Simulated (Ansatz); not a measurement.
**U-wB97M-V/cc-pVDZ run of C2HCl2Si (SMILES C#C[Si](Cl)Cl)**

Aim: the energy change on altering one bond length of C2HCl2Si at U-wB97M-V/cc-pVDZ, from 2 runs. 

The results are computed with Ansatz 0.2.0.

69 further runs of the same task are left out: 69 set aside as unsound or not needed.

## 1. The molecule

C2HCl2Si: 6 atoms, total charge 0, spin state doublet. As SMILES, `C#C[Si](Cl)Cl`. Geometry: relaxed at PBE0-D4/def2-TZVP.

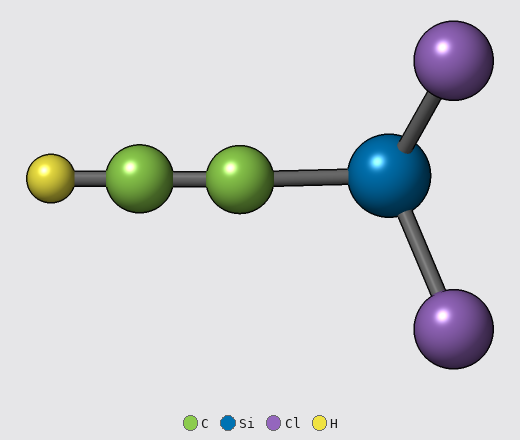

The structure, seen from a chosen angle (carbon green, silicon blue, chlorine purple, hydrogen yellow).

## 2. A single-point energy at U-wB97M-V/cc-pVDZ

input.yaml reads:

```yaml
crystal:
  periodic: [false, false, false]
  atoms:
    - {symbol: C, position_ang: [1.324500, 0.483500, 1.111500]}
    - {symbol: C, position_ang: [0.521500, 0.095400, 0.297200]}
    - {symbol: Si, position_ang: [-0.504400, -0.583800, -1.021800]}
    - {symbol: Cl, position_ang: [-1.914000, -1.830600, -0.226100]}
    - {symbol: Cl, position_ang: [-1.406000, 0.937000, -2.046300]}
    - {symbol: H, position_ang: [2.020400, 0.834500, 1.839400]}
basis:
  gaussian: {orbitals: cc-pVDZ}
magnetization: {spin_polarized: true, initial_magnetization: 1}
hamiltonian: {xc: {name: wB97M-V}}
accuracy: high
output: {orbitals: {seedname: orbitals}}
```

Run with:

```
ansatz run input.yaml --threads 1 --pin off --max-ram 3480MiB --events-out events.jsonl --progress --plain --runs-dir runs
```

Log:

```text
Warning: RAYON_NUM_THREADS=1 ignored (pool sized by the plan → 1); use --threads N
Functional definition: wB97M-V
  name "wB97M-V"
  parameter omega = 0.3/bohr
  parameter cx = 0.15
  parameter cx01 = 1.007
  parameter cx10 = 0.259
  parameter css00 = 0.443
  parameter css04 = -1.437
  parameter css10 = -4.535
  parameter css20 = -3.390
  parameter css43 = 4.278
  parameter cos00 = 1.000
  parameter cos10 = 1.358
  parameter cos20 = 2.924
  parameter cos21 = -8.812
  parameter cos60 = -1.390
  parameter cos61 = 9.142
  parameter b = 6.0
  parameter c = 0.01
  gx(w, u) = 1 - cx + cx01*u + cx10*w
  gss(w, u) = css00 + css04*u^4 + css10*w + css20*w^2 + css43*w^4*u^3
  gos(w, u) = cos00 + cos10*w + (cos20 + cos21*u)*w^2 + (cos60 + cos61*u)*w^6
  exchange = spin_sum(e_x_unif_sr(omega)*gx(b97_w, b97_u_x)) + cx*exact_x_sr(omega) + exact_x_lr(omega)
  correlation = spin_sum(e_c_pw_mod_same_spin*gss(b97_w, b97_u_same))
      + integral(e_c_pw_mod_opposite_spin*gos(b97_w_opposite, b97_u_opposite)) + vv10(b, c)
1884 factors; integrals over basis functions are off by at most 3.9e-9 eV
382 factors; integrals over basis functions are off by at most 2.0e-9 eV
mean field evaluation 1: about -35007.5634 eV, gradient 2.2e1 eV
mean field evaluation 2: about -35009.0548 eV, gradient 1.6e1 eV
mean field evaluation 4: about -35010.5291 eV, gradient 1.8e0 eV
mean field evaluation 8: about -35010.6704 eV, gradient 1.1e-1 eV
mean field evaluation 16: about -35010.6706 eV, gradient 6.7e-4 eV
mean field evaluation 32: about -35010.6706 eV, gradient 9.2e-8 eV
mean field -35010.67062686 eV, -1286.6184144523 hartree, gradient 9.2e-8 eV, S^2 0.752497; 0 other end points of the search recorded, 0 dependent functions left out
reference -35010.67063064 eV, -1286.6184145910 hartree; 31, 30 occupied and 56, 57 virtual orbitals, 1884 factors
Total energy: -35010.67063064 eV, -1286.6184145910 hartree
```

Wall time 2.1 min (1 thread of Arm Neoverse V2, shared host); peak memory 1.1 GiB.

## 3. The distorted shape at the same level

molecule.yaml reads:

```yaml
crystal:
  periodic: [false, false, false]
  atoms:
    - {symbol: C, position_ang: [1.632278, 0.687265, 1.507210]}
    - {symbol: C, position_ang: [0.829278, 0.299165, 0.692910]}
    - {symbol: Si, position_ang: [-0.504400, -0.583800, -1.021800]}
    - {symbol: Cl, position_ang: [-1.914000, -1.830600, -0.226100]}
    - {symbol: Cl, position_ang: [-1.406000, 0.937000, -2.046300]}
    - {symbol: H, position_ang: [2.328178, 1.038265, 2.235110]}
basis:
  gaussian:
    orbitals: cc-pVDZ
magnetization:
  spin_polarized: true
  initial_magnetization: 1
hamiltonian:
  xc: {name: wB97M-V}
accuracy: high
output: {orbitals: {seedname: orbitals}}
```

Run with:

```
ansatz run molecule.yaml --threads 1 --pin off --max-ram 3480MiB --events-out events.jsonl --progress --plain --runs-dir runs
```

Log:

```text
Warning: RAYON_NUM_THREADS=1 ignored (pool sized by the plan → 1); use --threads N
Functional definition: wB97M-V
  name "wB97M-V"
  parameter omega = 0.3/bohr
  parameter cx = 0.15
  parameter cx01 = 1.007
  parameter cx10 = 0.259
  parameter css00 = 0.443
  parameter css04 = -1.437
  parameter css10 = -4.535
  parameter css20 = -3.390
  parameter css43 = 4.278
  parameter cos00 = 1.000
  parameter cos10 = 1.358
  parameter cos20 = 2.924
  parameter cos21 = -8.812
  parameter cos60 = -1.390
  parameter cos61 = 9.142
  parameter b = 6.0
  parameter c = 0.01
  gx(w, u) = 1 - cx + cx01*u + cx10*w
  gss(w, u) = css00 + css04*u^4 + css10*w + css20*w^2 + css43*w^4*u^3
  gos(w, u) = cos00 + cos10*w + (cos20 + cos21*u)*w^2 + (cos60 + cos61*u)*w^6
  exchange = spin_sum(e_x_unif_sr(omega)*gx(b97_w, b97_u_x)) + cx*exact_x_sr(omega) + exact_x_lr(omega)
  correlation = spin_sum(e_c_pw_mod_same_spin*gss(b97_w, b97_u_same))
      + integral(e_c_pw_mod_opposite_spin*gos(b97_w_opposite, b97_u_opposite)) + vv10(b, c)
1862 factors; integrals over basis functions are off by at most 3.3e-9 eV
395 factors; integrals over basis functions are off by at most 1.9e-9 eV
mean field evaluation 1: about -35005.1793 eV, gradient 2.4e1 eV
mean field evaluation 2: about -35006.3623 eV, gradient 2.1e1 eV
mean field evaluation 4: about -35009.1606 eV, gradient 8.5e-1 eV
mean field evaluation 8: about -35009.2918 eV, gradient 8.9e-2 eV
mean field evaluation 16: about -35009.2921 eV, gradient 1.8e-3 eV
mean field evaluation 32: about -35009.2921 eV, gradient 7.1e-8 eV
mean field -35009.29208366 eV, -1286.5677539239 hartree, gradient 7.1e-8 eV, S^2 0.753265; 0 other end points of the search recorded, 0 dependent functions left out
reference -35009.29208759 eV, -1286.5677540684 hartree; 31, 30 occupied and 56, 57 virtual orbitals, 1862 factors
Total energy: -35009.29208759 eV, -1286.5677540684 hartree
```

It took 2.2 min on 1 thread of Arm Neoverse V2, shared host; peak memory 1.1 GiB.

## 4. Results

Level: U-wB97M-V/cc-pVDZ.

```
                                                          quantity           value
                                         first shape: total energy  -1286.61841 Eh
                   first shape: HOMO energy (highest over α and β)        -8.33 eV
                    first shape: LUMO energy (lowest over α and β)        -1.44 eV
                                                 first shape: ⟨S²⟩           0.752
                                     distorted shape: total energy  -1286.56775 Eh
               distorted shape: HOMO energy (highest over α and β)        -9.12 eV
                distorted shape: LUMO energy (lowest over α and β)        -2.31 eV
                                             distorted shape: ⟨S²⟩           0.753
energy change with the C2–Si3 bond stretched from 1.804 to 2.345 Å        1.379 eV
```

With the C2–Si3 bond stretched from 1.804 to 2.345 Å the energy rises by 1.38 eV (32 kcal/mol). The first shape isn't relaxed at this level, so the change isn't measured from a minimum.
